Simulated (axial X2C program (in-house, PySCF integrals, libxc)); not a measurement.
**Relativistic diatomic calculation, with input and output: SbB**

System: SbB, single determinant with Ω = 2.
Method: r2SCAN0, two-component X2C with atomic mean-field Coulomb and Gaunt terms, Sb dyall-v3z, B dyall-v3z (cores contracted) (axial X2C program (in-house, PySCF integrals, libxc)).

**The input**
```
{"zs": [51, 5], "q": 0, "bas": ["dyall-v3z", "dyall-v3z"], "levels": ["PBE0", "HF", "r2SCAN0", "B3LYP"], "cc": false, "r0": 2.25, "npts": 10, "nst": 2, "ntry": 6, "opt": {"auxb": 4.0}}
```

The line is the task of a batch: nuclear charges, charge, bases, the levels to run, a first guess of the distance and further settings. This report covers r2SCAN0 with spin-orbit coupling. The log is that of the reference distance 2.061 Å.

Hardware: 1 CPU thread, shared host.

The run was one of a batch that the task file lists, launched with:
```bash
python <driver script> task.json out
```

**Log**
```
two-component X2C + atomic mean field  r2SCAN0
basis functions 136  fitting functions 445  grid points 5079
iter        total energy     max residual
   1      -6503.412163361     8.97e-02
   2      -6503.414583522     3.37e-03
   3      -6503.413869085     7.35e-03
   4      -6503.414786425     1.28e-03
   5      -6503.414813772     2.83e-04
   6      -6503.414816455     1.22e-04
   7      -6503.414817981     1.12e-04
   8      -6503.414818833     5.98e-05
   9      -6503.414819156     3.69e-05
  10      -6503.414819233     7.19e-06
  11      -6503.414819237     6.43e-07
  12      -6503.414819237     9.78e-08
converged
one-electron -9053.37952657  Coulomb 2664.03774196  exact exchange -43.07611474  xc functional -132.69405969  nuclear repulsion 65.47316292  atomic mean-field constant -3.77602311
```

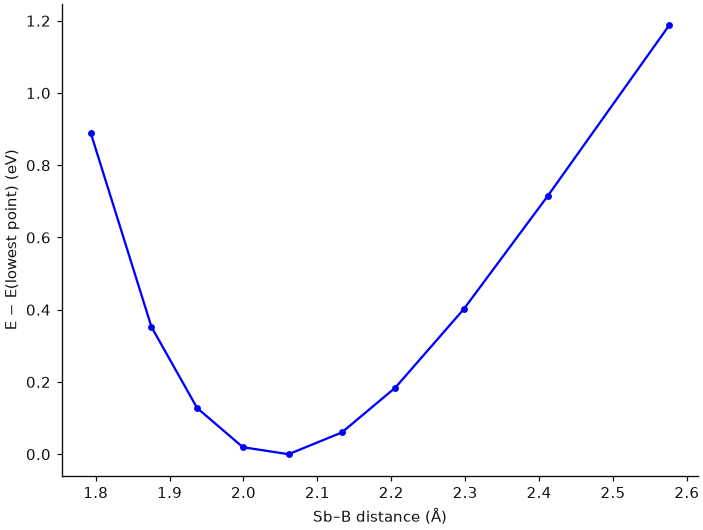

Figure 1. Energy at 10 bond lengths, for one set of occupations held fixed; the line joins the points. A polynomial of degree 6 through 9 points gives rₑ = 2.046 Å, ωₑ = 709.8 cm⁻¹, ωₑxₑ = 4.4 cm⁻¹ and Bₑ = 0.3993 cm⁻¹. The minimum lies 2.45 eV below Sb + B, each computed as one determinant at the same level.

**Outcome**

- outcome: converged
- bond length rₑ: 2.046 Å
- ωₑ: 709.8 cm⁻¹
- energy at the minimum: −6503.41490 hartree
- depth below the fragments: 2.45 eV
- wall time: 16 s

**What is odd here**

One thing in this input was made odd on purpose: sparse fitting set (auxb = 4.0). The program ran to the end. Its numbers are those of the input as typed; this run alone doesn't show how far the oddity moves them.
